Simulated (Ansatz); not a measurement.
## Si2H3F3 (SMILES F[Si](F)(F)[SiH3]): methods side by side

Si2H3F3 has 8 atoms, charge 0, and is taken as a singlet. SMILES: `F[Si](F)(F)[SiH3]`. Geometry: optimised at r2SCAN/def2-SVP.

| atom | x (Å) | y (Å) | z (Å) |
| --- | --- | --- | --- |
| F | 1.3219 | -1.0568 | 1.5289 |
| Si | 0.5324 | -0.9868 | 0.1280 |
| F | -0.5000 | -2.2216 | 0.1070 |
| F | 1.6121 | -1.2559 | -1.0351 |
| Si | -0.5501 | 1.0493 | -0.1525 |
| H | -1.5308 | 1.2303 | 0.9564 |
| H | 0.4641 | 2.1422 | -0.1228 |
| H | -1.2573 | 1.0423 | -1.4655 |

Quantity: the adiabatic ionisation energy (to the doublet cation, shapes relaxed at r2SCAN/def2-SVP, no zero-point term), in eV. The values are calculated.

```tsv
level	kind	program	value (eV)
HF/def2-SVP	Hartree–Fock	Ansatz	10.09
PBE/def2-SVP	GGA	Ansatz	10.42
r2SCAN/def2-SVP	meta-GGA	Ansatz	10.54
B3LYP/def2-SVP	global hybrid	Ansatz	10.66
wB97M-V/def2-SVP	range-separated hybrid	Ansatz	10.77
MP2/def2-SVP	perturbation theory	Ansatz	10.47
```

The values span 10.09 to 10.77 eV.

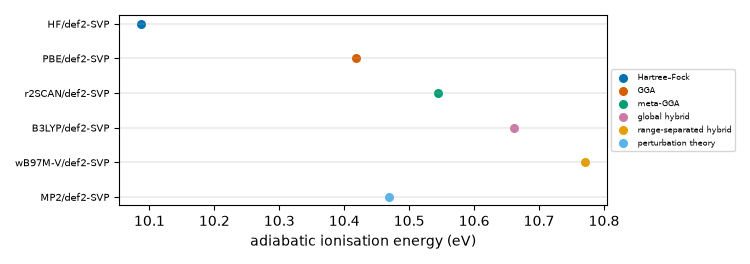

The values of the table, level by level.
